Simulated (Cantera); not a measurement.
Charge: 1 mol SiCl4, 0.0076 mol Cl2, 350 mol H2, at 350 Pa.

Equilibrium computed with Cantera from the NASA thermochemical tables; the gas is ideal and each condensed phase is pure. Candidate condensed phases: Si; 19 gas species. The tables' values for SiCl3, SiCl are old estimates; treat these amounts as uncertain. Gases not in the tables: Si2H6 and higher silanes. Kinetics and transport are ignored.

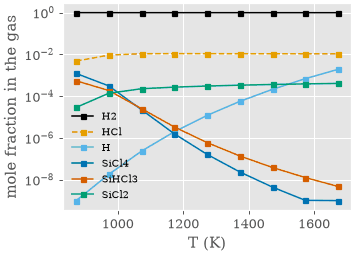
Fig. 1. Equilibrium gas composition (values under 1e-9 drawn at 1e-9)

Q: Read off the mole fractions at 1673 K.

A: H2 about 0.99, HCl about 0.011, H about 0.0019, SiCl2 about 0.00041.
